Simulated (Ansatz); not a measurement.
## A computed series for ZrTiO4: pressure series

Start from ZrTiO$_{4}$ (space group P2_12_12, No. 18; a cell from a computed database, its experimental status unchecked).

```
ZrTiO4
1.0
    4.72524     0.00000     0.00000
    0.00000     5.07574     0.00000
    0.00000     0.00000     5.62771
Zr Ti O
2 2 8
Direct
  0.00000   0.50000   0.42228
  0.50000   0.00000   0.57772
  0.00000   0.00000   0.06966
  0.50000   0.50000   0.93034
  0.73695   0.17711   0.87518
  0.26305   0.82289   0.87518
  0.23695   0.32289   0.12482
  0.76305   0.67711   0.12482
  0.28271   0.33962   0.64945
  0.71729   0.66038   0.64945
  0.78271   0.16038   0.35055
  0.21729   0.83962   0.35055
```

Cell and atoms are relaxed at each pressure.

All numbers come from PBEsol (Ansatz, a program for electronic structure, PAW, spin-orbit coupling left out).

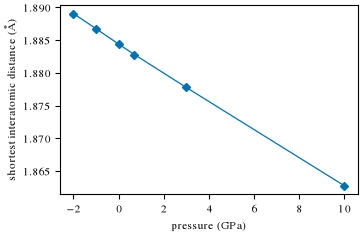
Fig. 1. Shortest interatomic distance against pressure

```tsv
pressure (GPa)	shortest interatomic distance
-2	1.889 Å
-1	1.887 Å
0.7	1.883 Å
3	1.878 Å
10	1.863 Å
```

Load acts through the strain it causes; cell and atoms are relaxed under it. Stability against distortions was not tested. Competing high-pressure phases were not computed. The final runs are not spin-polarised.
